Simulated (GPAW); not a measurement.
## Does AlFe7 (bcc Fe14Al2) carry moments in GPAW?

Wanted: the moments of AlFe7 (bcc Fe14Al2) and the energy gained by spin polarisation.

Method: PBE; plane waves with GPAW's PAW setups, scalar-relativistic, in GPAW 26.7.0.

### 1. Set-up

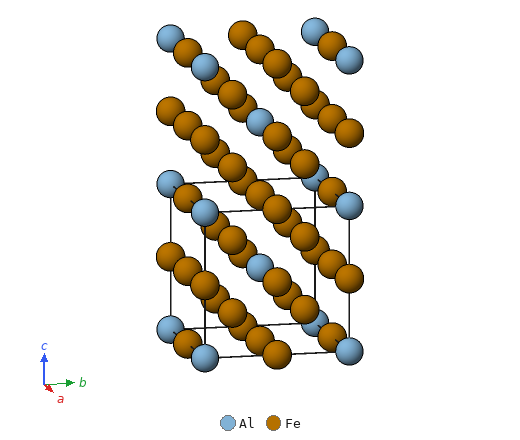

The starting structure, seen slightly off an axis (aluminium light blue, iron orange). 1×1×2 cells are drawn. Some periodic images of atoms are drawn too.

Structure file:

```cif
data_structure
_symmetry_space_group_name_H-M 'Im-3m'
_symmetry_Int_Tables_number 229
_cell_length_a 5.8255
_cell_length_b 5.8255
_cell_length_c 5.8255
_cell_angle_alpha 90.000
_cell_angle_beta 90.000
_cell_angle_gamma 90.000
_cell_volume 197.70
loop_
_atom_site_label
_atom_site_type_symbol
_atom_site_symmetry_multiplicity
_atom_site_Wyckoff_symbol
_atom_site_fract_x
_atom_site_fract_y
_atom_site_fract_z
_atom_site_occupancy
Al1 Al 2 a 0.00000 0.00000 0.00000 1
Fe1 Fe 8 c 0.25000 0.25000 0.25000 1
Fe2 Fe 6 b 0.00000 0.00000 0.50000 1
```

The cell is a made-up one and need not be a known phase.

### 2. Start 1: ferro ++++++++++++++

The parallel start comes first: it fits the smallest cell, keeps the most symmetry and shows whether parallel moments form.

Contents of order1.py:

```python
import json
import numpy as np
from ase import Atoms
from ase.parallel import paropen, parprint
from gpaw import GPAW

atoms = Atoms(['Al', 'Fe', 'Fe', 'Fe', 'Fe', 'Fe', 'Fe', 'Fe', 'Fe', 'Fe', 'Fe', 'Fe', 'Fe', 'Fe', 'Al', 'Fe'],
    cell=[[5.8255, 0.0, 0.0],
         [0.0, 5.8255, 0.0],
         [0.0, 0.0, 5.8255]],
    scaled_positions=[[0.0, 0.0, 0.0],
         [0.25, 0.25, 0.25],
         [0.0, 0.0, 0.5],
         [0.25, 0.25, 0.75],
         [0.0, 0.5, 0.0],
         [0.25, 0.75, 0.25],
         [0.0, 0.5, 0.5],
         [0.25, 0.75, 0.75],
         [0.5, 0.0, 0.0],
         [0.75, 0.25, 0.25],
         [0.5, 0.0, 0.5],
         [0.75, 0.25, 0.75],
         [0.5, 0.5, 0.0],
         [0.75, 0.75, 0.25],
         [0.5, 0.5, 0.5],
         [0.75, 0.75, 0.75]],
    pbc=True,
    magmoms=[0.0, 2.4, 2.4, 2.4, 2.4, 2.4, 2.4, 2.4, 2.4, 2.4, 2.4, 2.4, 2.4, 2.4, 0.0, 2.4])
atoms.calc = GPAW(mode={'name': 'pw', 'ecut': 450},
    xc='PBE',
    kpts={'size': (7, 7, 7), 'gamma': True},
    occupations={'name': 'fermi-dirac', 'width': 0.05},
    convergence={'density': 1e-05, 'energy': 1e-05},
    maxiter=200,
    mixer={'name': 'pulay', 'beta': 0.04, 'nmaxold': 8, 'weight': 100},
    symmetry={'tolerance': 1e-4},
    txt='order1.txt')
e = atoms.get_potential_energy(force_consistent=True)
res = {'free_energy': e, 'energy_sigma0': atoms.get_potential_energy(), 'fermi_energy': atoms.calc.get_fermi_level()}
res['moments'] = atoms.get_magnetic_moments().tolist()
res['total'] = atoms.get_magnetic_moment()
parprint('site moments (muB):', np.round(res['moments'], 3))
parprint(f"total moment: {res['total']:.3f} muB")
parprint(f'free energy: {e:.6f} eV')
atoms.calc.write('order1.gpw')
with paropen('results.json', 'w') as f:
    json.dump(res, f)
```

Run with:

```
$ OMP_NUM_THREADS=1 mpirun -n 4 gpaw python order1.py > order1.log
```

Numbers of over 12 decimals in the logs are rounded to 6 here.

The program printed:

```text
site moments (muB): [-0.099  2.386  2.503  2.386  2.503  2.386  2.503  2.386  2.503  2.386
  2.503  2.386  2.503  2.386 -0.099  2.386]
total moment: 33.285 muB
free energy: -134.583821 eV

--- order1.txt ---
Input parameters:
  mode=PW(ecut=450),
  convergence={'density': 1e-05, 'energy': 1e-05},
  kpts=MonkhorstPack(size=(7, 7, 7), gamma=True),
  maxiter=200,
  mixer=Pulay(name='pulay', nmaxold=8, beta=0.04, weight=100, sigma=0.015, g_ss=None),
  occupations=Occupations(name='fermi-dirac', width=0.05),
  symmetry=Symmetry(tolerance=0.0001),
  xc=XC(name='PBE')

Diagonalizing LCAO Hamiltonian
Converting LCAO to pw mode
     .-------------.
    /|             |
   / |             |
  /  | Fe      Fe  |
 *   |             |
 | FeFe   Al Fe    |
 |   | Fe      Fe  |
 Fe  .--Fe---------.
 |  /Fe      Fe   /
 | /e     Fe     /
 |/             /
 Al-----Fe-----*

Atoms  # Å, Bohr magnetons
|    | symbol |        x |        y |        z |    initial magnetic moments |
|----|--------|----------|----------|----------|-----------------------------|
|  0 |     Al | 0.000000 | 0.000000 | 0.000000 | ( 0.0000,  0.0000,  0.0000) |
|  1 |     Fe | 1.456375 | 1.456375 | 1.456375 | ( 0.0000,  0.0000,  2.4000) |
|  2 |     Fe | 0.000000 | 0.000000 | 2.912750 | ( 0.0000,  0.0000,  2.4000) |
|  3 |     Fe | 1.456375 | 1.456375 | 4.369125 | ( 0.0000,  0.0000,  2.4000) |
|  4 |     Fe | 0.000000 | 2.912750 | 0.000000 | ( 0.0000,  0.0000,  2.4000) |
|  5 |     Fe | 1.456375 | 4.369125 | 1.456375 | ( 0.0000,  0.0000,  2.4000) |
|  6 |     Fe | 0.000000 | 2.912750 | 2.912750 | ( 0.0000,  0.0000,  2.4000) |
|  7 |     Fe | 1.456375 | 4.369125 | 4.369125 | ( 0.0000,  0.0000,  2.4000) |
|  8 |     Fe | 2.912750 | 0.000000 | 0.000000 | ( 0.0000,  0.0000,  2.4000) |
|  9 |     Fe | 4.369125 | 1.456375 | 1.456375 | ( 0.0000,  0.0000,  2.4000) |
| 10 |     Fe | 2.912750 | 0.000000 | 2.912750 | ( 0.0000,  0.0000,  2.4000) |
| 11 |     Fe | 4.369125 | 1.456375 | 4.369125 | ( 0.0000,  0.0000,  2.4000) |
| 12 |     Fe | 2.912750 | 2.912750 | 0.000000 | ( 0.0000,  0.0000,  2.4000) |
| 13 |     Fe | 4.369125 | 4.369125 | 1.456375 | ( 0.0000,  0.0000,  2.4000) |
| 14 |     Al | 2.912750 | 2.912750 | 2.912750 | ( 0.0000,  0.0000,  0.0000) |
| 15 |     Fe | 4.369125 | 4.369125 | 4.369125 | ( 0.0000,  0.0000,  2.4000) |

Unit cell  # Å
| periodic |        x |        y |        z |  lengths |    angles |
|----------|----------|----------|----------|----------|-----------|
|      yes | 5.825500 | 0.000000 | 0.000000 | 5.825500 | 90.000000 |
|      yes | 0.000000 | 5.825500 | 0.000000 | 5.825500 | 90.000000 |
|      yes | 0.000000 | 0.000000 | 5.825500 | 5.825500 | 90.000000 |

Number of symmetries: 48

BZ-sampling:
  Number of BZ points: 343
  Number of IBZ points: 20

  Monkhorst-Pack size: [7, 7, 7]
  Monkhorst-Pack shift: [0, 0, 0]

K-points  # in reciprocal-cell coordinates
|     |                                coordinates |     weight |
|-----|--------------------------------------------|------------|
|   0 | (  0.00000000,   0.00000000,   0.00000000) | 0.00291545 |
|   1 | (  0.14285714,   0.00000000,   0.00000000) | 0.01749271 |
|   2 | (  0.14285714,   0.14285714,   0.00000000) | 0.03498542 |
|   3 | (  0.14285714,   0.14285714,   0.14285714) | 0.02332362 |
|   4 | (  0.28571429,   0.00000000,   0.00000000) | 0.01749271 |
|   5 | (  0.28571429,   0.14285714,   0.00000000) | 0.06997085 |
|   6 | (  0.28571429,   0.14285714,   0.14285714) | 0.06997085 |
|   7 | (  0.28571429,   0.28571429,   0.00000000) | 0.03498542 |
|   8 | (  0.28571429,   0.28571429,   0.14285714) | 0.06997085 |
|   9 | (  0.28571429,   0.28571429,   0.28571429) | 0.02332362 |
| ... |                                            |            |
|  19 | (  0.42857143,   0.42857143,   0.42857143) | 0.02332362 |

Plane wave coefficients: 4337
Cutoff: 450.000000 eV

Spin-components: 2 (collinear spins)
Bands:           95
Projectors:      94
Spin-degeneracy: 1
Datatype:        complex128

Parallelization:
  kpt:    4
  domain: 1
  band:   1

Density:
  Valence electrons: 118.0
  Components: 2
  Grid points: [30 30 30]
  Charge: 0.0  # |e|

Potential:
  Grid points: [30 30 30]

species:
  Al:
    name:    Aluminium
    Z:       13.0
    valence: 3
    core:    10
    charge:  0.0  # [|e|]
    compensation charges:
      type: gauss
      rc: 0.34  # [Å]
      lmax: 2
    cutoffs:
      filter: 1.91  # [Å]
      core: 2.36  # [Å]
    projectors
    | kind |    occ | energy [eV] | rcut [Å] |
    |------|--------|-------------|----------|
    |   3s |  2.000 |      -7.753 |    1.085 |
    |   3p |  1.000 |      -2.712 |    1.085 |
    |    s |        |      19.459 |    1.085 |
    |    p |        |      24.499 |    1.085 |
    |    d |        |       0.000 |    1.085 |

    Using partial waves for Al as LCAO basis

  Fe:
    name:    Iron
    Z:       26.0
    valence: 8
    core:    18
    charge:  0.0  # [|e|]
    compensation charges:
      type: gauss
      rc: 0.33  # [Å]
      lmax: 2
    cutoffs:
      filter: 2.06  # [Å]
      core: 2.67  # [Å]
    projectors
    | kind |    occ | energy [eV] | rcut [Å] |
    |------|--------|-------------|----------|
    |   4s |  2.000 |      -5.291 |    1.164 |
    |   4p |  0.000 |      -1.326 |    1.058 |
    |   3d |  6.000 |      -7.505 |    1.058 |
    |    s |        |      21.920 |    1.164 |
    |    p |        |      25.885 |    1.058 |
    |    d |        |      19.706 |    1.058 |

    Using partial waves for Fe as LCAO basis

Reference energy: -497879.210929  # eV

eigensolver:
  PPCG
  Converge bands: occupied
  niter=2

density mixing:
  Pulay-Mixer
  Linear mixing parameters: 0.04
  Old densities: 8
  Fourier metric: weight=100, sigma=0.015

occupation numbers:
  Fermi-Dirac:
    width: 0.0500  # eV

poisson solver:
  ecut: 3600.000000  # eV

xc functional:
  name: PBE with 2 nearest neighbor stencil

convergence criteria:
- Maximum integral of absolute [dens]ity change: 1e-05 electrons / valence electron
- Maximum [total energy] change in last 3 cyles: 1e-05 eV / valence electron
- Maximum integral of absolute [eigenst]ate change: 4e-08 eV^2 / valence electron
maximum number of iterations: 200

SCF iterations
|iter     |      energy | eigst |  dens |  magmom |
|---------|-------------|-------|-------|---------|
|iter:   1|       0s | -132.743024 | +0.46 |       | +33.6726|
|iter:   2|       8s | -133.063058 | -1.15 | -1.08 | +33.6222|
|iter:   3|      16s | -133.081998 | -2.05 | -1.08 | +33.5917|
|iter:   4|      24s | -133.541738 | -1.53 | -1.09 | +33.1745|
|iter:   5|      32s | -133.664777 | -2.57 | -1.24 | +33.1214|
|iter:   6|      40s | -133.846542 | -2.74 | -1.25 | +33.0417|
|iter:   7|      48s | -134.477550 | -1.73 | -1.33 | +32.9181|
|iter:   8|      56s | -134.425940 | -2.79 | -1.41 | +32.8818|
|iter:   9|      64s | -134.521937 | -1.95 | -1.51 | +32.6889|
|iter:  10|      72s | -134.513370 | -3.15 | -2.07 | +32.8237|
|iter:  11|      80s | -134.532036 | -3.04 | -2.05 | +32.9982|
|iter:  12|      88s | -134.531906 | -4.18 | -2.61 | +33.0042|
|iter:  13|      96s | -134.532688c| -4.36 | -2.70 | +33.0689|
|iter:  14|     104s | -134.534986 | -4.79 | -2.71 | +33.1990|
|iter:  15|     112s | -134.535283 | -5.52 | -3.04 | +33.2185|
|iter:  16|     120s | -134.535347c| -5.73 | -3.22 | +33.2344|
|iter:  17|     128s | -134.535646c| -5.54 | -3.19 | +33.2695|
|iter:  18|     136s | -134.535644c| -7.30 | -3.73 | +33.2684|
|iter:  19|     140s | -134.535646c| -7.58c| -3.73 | +33.2683|
|iter:  20|     148s | -134.535736c| -6.42 | -3.74 | +33.2841|
|iter:  21|     156s | -134.535733c| -7.20 | -4.38 | +33.2837|
|iter:  22|     162s | -134.535733c| -7.81c| -4.45 | +33.2840|
|iter:  23|     166s | -134.535746c| -7.56c| -4.50 | +33.2861|
|iter:  24|     170s | -134.535744c| -7.68c| -4.58 | +33.2857|
|iter:  25|     173s | -134.535745c| -8.70c| -4.63 | +33.2858|
|iter:  26|     177s | -134.535746c| -7.86c| -4.66 | +33.2864|
|iter:  27|     181s | -134.535746c| -8.20c| -4.92 | +33.2864|
|iter:  28|     185s | -134.535743c| -8.24c| -4.92 | +33.2862|
|iter:  29|     189s | -134.535743c| -8.55c| -4.97 | +33.2862|
|iter:  30|     193s | -134.535737c| -8.46c| -5.02c| +33.2852|

Converged in 30 steps
Energy contributions relative to reference atoms: (reference = -497879.210929)

Energy contributions:
  Kinetic:         101.901065
  Coulomb:         -83.111001
  Zero:              2.084250
  External:          0.000000
  Xc:             -155.361966
  Entropy:          -0.096169
  Spinorbit:         0.000000
  ----------------------------
  Free energy:    -134.583821
  Extrapolated:   -134.535737

dipole moment: (-52.723052, -52.723052, -52.723052)  # |e|*Ang

Total magnetic moment: (0.000000, 0.000000, 33.285196)

Local magnetic moments
|        x |        y |         z |
|----------|----------|-----------|
| 0.000000 | 0.000000 | -0.098682 |  # Al   0
| 0.000000 | 0.000000 |  2.386041 |  # Fe   1
| 0.000000 | 0.000000 |  2.502886 |  # Fe   2
| 0.000000 | 0.000000 |  2.386041 |  # Fe   3
| 0.000000 | 0.000000 |  2.502886 |  # Fe   4
| 0.000000 | 0.000000 |  2.386041 |  # Fe   5
| 0.000000 | 0.000000 |  2.502886 |  # Fe   6
| 0.000000 | 0.000000 |  2.386041 |  # Fe   7
| 0.000000 | 0.000000 |  2.502886 |  # Fe   8
| 0.000000 | 0.000000 |  2.386041 |  # Fe   9
| 0.000000 | 0.000000 |  2.502886 |  # Fe  10
| 0.000000 | 0.000000 |  2.386041 |  # Fe  11
| 0.000000 | 0.000000 |  2.502886 |  # Fe  12
| 0.000000 | 0.000000 |  2.386041 |  # Fe  13
| 0.000000 | 0.000000 | -0.098682 |  # Al  14
| 0.000000 | 0.000000 |  2.386041 |  # Fe  15

Fermi level: 9.207
Eigenvalues  # (at kpt = [0.000, 0.000, 0.000])
| band index |      eig [eV] | occ [0-1] |      eig [eV] | occ [0-1] |
|------------|---------------|-----------|---------------|-----------|
|          0 |         0.169 |     1.000 |         0.241 |     1.000 |
|        ... |               |           |               |           |
|         49 |         7.731 |     1.000 |         9.588 |     0.000 |
|         50 |         7.908 |     1.000 |         9.588 |     0.000 |
|         51 |         7.908 |     1.000 |         9.930 |     0.000 |
|         52 |         7.934 |     1.000 |         9.930 |     0.000 |
|         53 |         7.934 |     1.000 |         9.930 |     0.000 |
|         54 |         7.934 |     1.000 |        10.093 |     0.000 |
|         55 |         7.946 |     1.000 |        10.093 |     0.000 |
|         56 |         7.946 |     1.000 |        10.215 |     0.000 |
|         57 |         8.040 |     1.000 |        10.688 |     0.000 |
|         58 |         8.040 |     1.000 |        10.756 |     0.000 |
|         59 |         8.125 |     1.000 |        10.756 |     0.000 |
|         60 |         8.125 |     1.000 |        10.756 |     0.000 |
|         61 |         8.125 |     1.000 |        10.860 |     0.000 |
|         62 |         8.151 |     1.000 |        10.860 |     0.000 |
|         63 |         8.158 |     1.000 |        10.897 |     0.000 |
|         64 |         8.158 |     1.000 |        10.897 |     0.000 |
|        ... |               |           |               |           |
|         94 |        16.067 |     0.000 |        17.008 |     0.000 |

No gap
No difference between direct/indirect transitions
```

The job ended after 3.5 min (4 MPI ranks of Arm Neoverse V2, shared host; peak memory 1.3 GiB).

Spin moment in the augmentation sphere by atom:

```tsv
atom	spin moment in the augmentation sphere (μB)
Al1	-0.10
Fe2	2.39
Fe3	2.50
Fe4	2.39
Fe5	2.50
Fe6	2.39
Fe7	2.50
Fe8	2.39
Fe9	2.50
Fe10	2.39
Fe11	2.50
Fe12	2.39
Fe13	2.50
Fe14	2.39
Al15	-0.10
Fe16	2.39
```

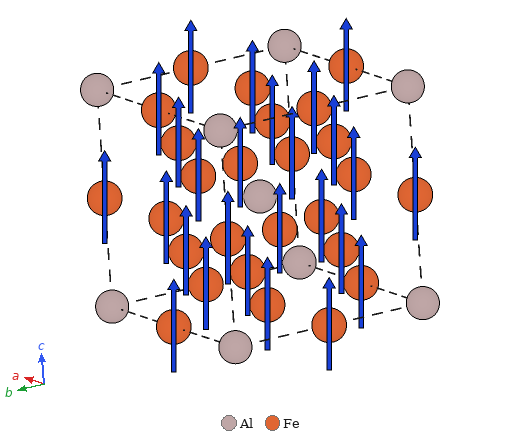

Spin moment in the augmentation sphere as arrows, the longest 2.50 μB. Up and down stand for the sign. Arrows give size and sign along the axis of quantisation, drawn up and down the page. Some periodic images of atoms are drawn too.

Read from the output:

| Quantity | Value |
| --- | --- |
| magnetization | 33.29 μB |
| final state | ferromagnetic |

After 30 cycles the largest moment stands at 2.50 μB.

(Part 1 of 2 ends here.)

[Logs and program files are shortened in this print: banners, set-up blocks, solver, clock and traceback lines can be left out without a mark of their own.]

[Logs are printed without paths, hosts, clocks, repeated set-up lines and the standing remarks that a program may print on its own settings, such as how far it seeks lower states.]

[Hosts, paths, dates, database ids (printed as entryN), source tags and the programs' standing remarks are cut or masked in the printed files.]

[Where a cell is said to come from a database of computed structures, the database is the Materials Project.]
